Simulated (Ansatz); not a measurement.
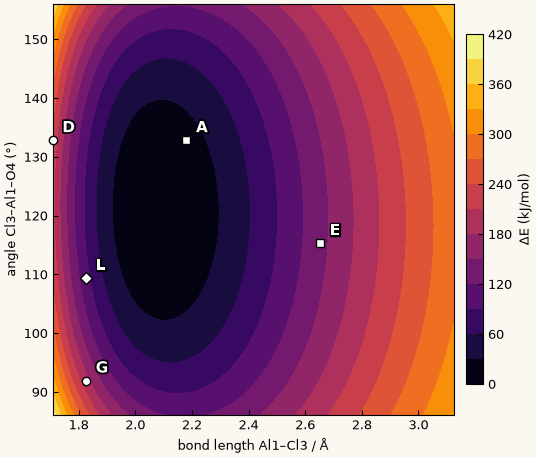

AlCl2(OH). Coordinates scanned: (1) bond length Al1–Cl3; (2) angle Cl3–Al1–O4. Nothing is relaxed (all other coordinates rigid). The scan uses a 13 × 13 grid. Energies are in kJ/mol, from the relaxed molecule at the same level. The reference is spin-restricted, which grows unreliable where a bond is stretched far. The calculation used RHF/def2-TZVP in Ansatz 0.2.0.

The picture shows filled contours, lettered points. Between grid points the surface is interpolated.

Q: Is L the lowest point of the computed grid?

A: No. L lies 100 kJ/mol above the lowest grid point, which is at bond length Al1–Cl3 = 2.062 Å, angle Cl3–Al1–O4 = 121.1°.

Q: What kind of point is each of A, E, G, L: minimum, saddle, maximum or slope?

A: A: on a slope; E: on a slope; G: on a slope; L: on a slope. (In these two coordinates alone; a stationary point may lie a little off the grid point.)

Q: Rank the lettered points by energy, lowest first.

A: A (18 kJ/mol), L (100 kJ/mol), E (140 kJ/mol), G (190 kJ/mol), D (232 kJ/mol).
